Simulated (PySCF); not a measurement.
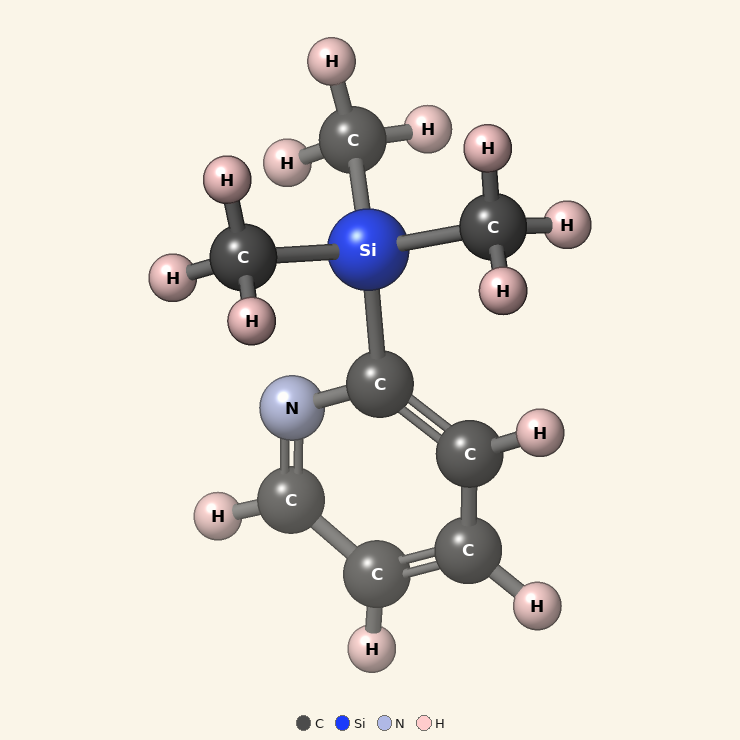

Orthographic view. Depth is shown by fading: the farther an atom, the more it takes the colour of the background. The computed structure is the end point of a PBE0-D3(BJ)/def2-SVP optimisation. No frequency run is at hand to confirm it as a minimum.

Q: Write the InChI string.

A: InChI=1S/C8H13NSi/c1-10(2,3)8-6-4-5-7-9-8/h4-7H,1-3H3
